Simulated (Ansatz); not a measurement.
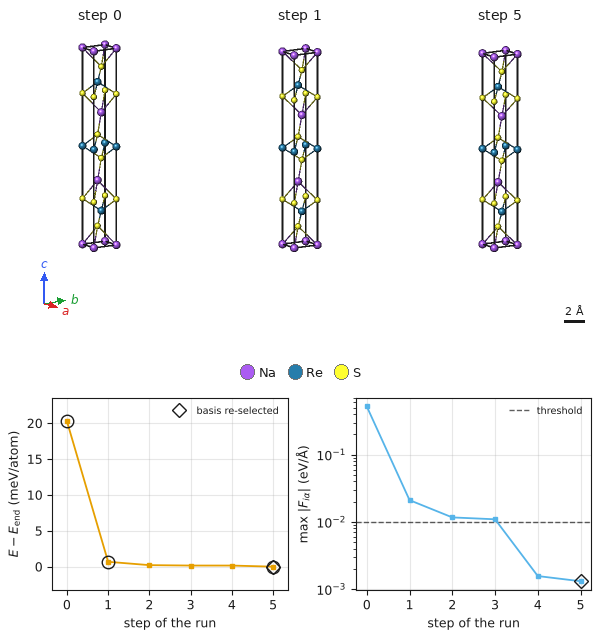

Frames of a relaxation of crystalline NaReS₂ (built on the layered alpha-NaFeO2 type), marked on the history of the run. Style: ball-and-stick. Shown: the conventional cell (3 times the calculation's cell), slightly off an axis. Lengths and directions refer to the drawn axes.

All numbers below come from DFT PBE, scalar-relativistic, plane waves, PAW (Ansatz). Set-up: plane-wave cutoff 420 eV; k-point mesh 15 × 15 × 15; occupations gaussian; smearing width 0.1 eV; collinear spin; cell and atoms relaxed; force threshold 0.01 eV/Å; at most 80 steps.

Describe the path.

The largest moves relative to the cell, 0.014 Å, are those of S atoms. Na and Re stay in place. The volume changes by +3.4 %, with a 3.494 → 3.607 Å (+3.2 %), b 3.495 → 3.607 Å (+3.2 %), c 20.072 → 19.477 Å (−3.0 %). Near-neighbour distances that change, for instance: Re–S 2.410 → 2.451 Å, Na–S 2.860 → 2.855 Å. Among the angles between lasting bonds that change: S–Na–S 104.7° → 101.6°, S–Na–S 75.3° → 78.4°, Na–S–Na 75.3° → 78.4°. The space group stays R-3m (No. 166). Over 4 accepted moves (5 points after the start) the energy falls by 20.3 meV per atom. The largest force component goes from 0.52 to 0.0013 eV/Å. The pressure goes from 5.06 to 0.01 GPa. At 1 point the geometry stayed and the basis and grid were re-selected for the new cell (energy shift of 0.2 meV per atom at most each time). The run took about 4 core-minutes on a shared host. From step 0 to 1: volume +4.5 %, energy −19.6 meV per atom. From step 1 to 5: volume −1.0 %, energy −0.7 meV per atom.

```
step  E − E(0), meV/atom  largest force component, eV/Å  pressure, GPa  volume, Å³/atom                      note
   0                0.00                         0.5201           5.06           17.689                          
   1              -19.62                         0.0210          -0.64           18.476                          
   2              -20.08                         0.0116          -0.15           18.346                          
   3              -20.14                         0.0109           0.01           18.278                          
   4              -20.14                         0.0016           0.00           18.288                          
   5              -20.30                         0.0013           0.01           18.288  same geometry, new basis
```
